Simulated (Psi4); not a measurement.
**PBE/def2-TZVP (density fitting, sweep point 6) run of H2S (SMILES S)**

Aim: energy and gradient of H2S. 

Program for the calculation: Psi4 1.11.

## Step 1: The structure to begin with

H2S: 3 atoms, total charge 0, spin state singlet. SMILES: `S`. The shape is that of a PBE0-D4/def2-TZVP optimisation.

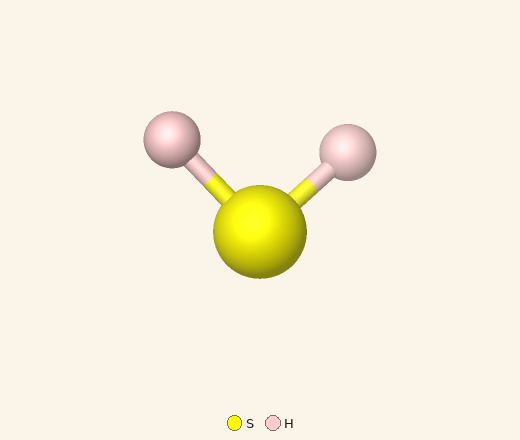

The structure, seen from a chosen angle (sulfur yellow, hydrogen pink).

## Step 2: Energy and gradient at PBE/def2-TZVP (density fitting, sweep point 6)

Input file h2s.dat:

```
memory 1600 mb

molecule system {
  0 1
  S      0.495500    -0.280600     0.243900
  H      0.097900     0.997700     0.162400
  H     -0.593400    -0.717100    -0.406300
  symmetry c1
}

set {
  basis    def2-TZVP
  scf_type df
  guess    sap
}

result, w = gradient("pbe", return_wfn=True)
print_variables()
```

Launch:

```sh
$ psi4 -n 1 h2s.dat h2s.out
```

h2s.out:

```text
Psi4 1.11 release

gradient() will perform analytic gradient computation.

   => Loading Basis Set <=

    Name: DEF2-TZVP
    Role: ORBITAL
    Keyword: BASIS

         ---------------------------------------------------------
                                   SCF
                              RKS Reference
                        1 Threads,   1525 MiB Core
         ---------------------------------------------------------

  ==> Geometry <==

    Molecular point group: c1
    Full point group: Cs

    Geometry (in Angstrom), charge = 0, multiplicity = 1:

[... 84 lines left out ...]
    Weights Tolerance      =       1.00E-15
[... 74 lines left out ...]
   @DF-RKS iter   2:  -399.09140031348920   -1.26006e-02   9.70494e-03 DIIS/ADIIS
[... 3 lines left out ...]
   @DF-RKS iter   6:  -399.22654550918469   -1.31566e-05   2.55560e-06 DIIS
[... 3 lines left out ...]
  Energy and wave function converged.
[... 35 lines left out ...]
    One-Electron Energy =                -576.8148873514455772
[... 3 lines left out ...]
    VV10 Nonlocal Energy =                  0.0000000000000000
[... 17 lines left out ...]
 Dipole Z            :         -0.0000000            0.0000000           -0.0000000
[... 130 lines left out ...]
  "SCF TOTAL ENERGY"            =>    -399.226545517165
[... 5 lines left out ...]
  Array Variable Map:
  ----------------------------------------------------------------------------
  "CURRENT DIPOLE"              =>      -0.396157521477 ... -0.000000000000 1 by 3
  "CURRENT GRADIENT"            =>      -0.007306335817 ... 0.000000000000 3 by 3
  "DFT TOTAL GRADIENT"          =>      -0.007306335817 ... 0.000000000000 3 by 3
  "SCF DIPOLE"                  =>      -0.396157521477 ... -0.000000000000 1 by 3
  "SCF TOTAL ENERGIES"          =>    -399.078799724169 ... -399.226545517165 1 by 9
  "SCF TOTAL GRADIENT"          =>      -0.007306335817 ... 0.000000000000 3 by 3

    Psi4 run time: 0:00:03.71
```

Wall time 6 s (1 thread of Intel Xeon Platinum 8259CL at 2.50GHz (Skylake/Cascade Lake), shared host); peak memory 0.3 GiB.

## Step 3: Outcome

At PBE/def2-TZVP (density fitting, sweep point 6):

```
                quantity          value
            total energy  -399.22655 Eh
           dipole moment         1.13 D
             HOMO energy       -6.19 eV
             LUMO energy       -0.43 eV
           HOMO–LUMO gap        5.76 eV
largest force on an atom     0.423 eV/Å
```

In words: The largest force is 0.42 eV/Å: the shape isn't a stationary point for this species at this level.
